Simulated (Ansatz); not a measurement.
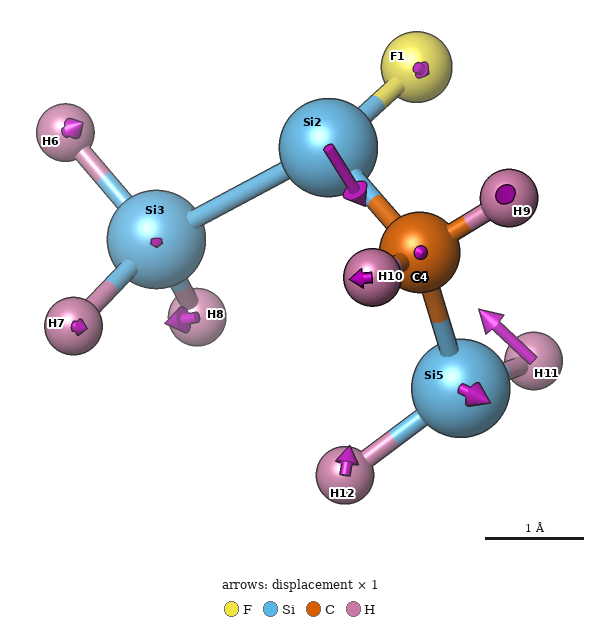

A relaxation of CH7FSi3. The starting structure is drawn; purple arrows show the displacements, at their true length. The two geometries are superimposed by the best rigid fit.

Style: ball-and-stick. Shown at a tilt.

The run prepares an end point of a later path (hydrogen shift) calculation, from a guessed geometry.

Computed with RKS LDA/def2-SVP (Ansatz). (no spin polarisation; force threshold 0.02 eV/Å; at most 50 steps)

**Describe the change and its energy.**

After 16 accepted moves (17 points after the start) the energy has fallen by 27.9 kcal/mol. Largest force component: 3.8 eV/Å at the start, 0.019 eV/Å at the end. The line search rejected the trial step at point 8 of the run. The atom that moves furthest after the best rigid fit is Si2 (0.85 Å). Largest moves by element: Si 0.85 Å, H 0.79 Å, F 0.19 Å, C 0.12 Å. Some distances before and after: Si2–H11 3.274 → 1.705 Å, Si2–Si5 2.805 → 2.463 Å, Si5–H11 1.497 → 1.685 Å, C4–Si5 1.808 → 1.973 Å. New bonds form: Si2–H11 (3.27 → 1.71 Å). Bond angles that change, for instance: C4–Si5–H11 118.6° → 86.5°, H11–Si5–H12 113.3° → 81.8°, Si2–C4–Si5 102.5° → 81.0°. Cost: 16 s on 2 threads of Intel(R) Xeon(R) 6975P-C (Granite Rapids), on a shared host, peak memory 0.18 GiB.
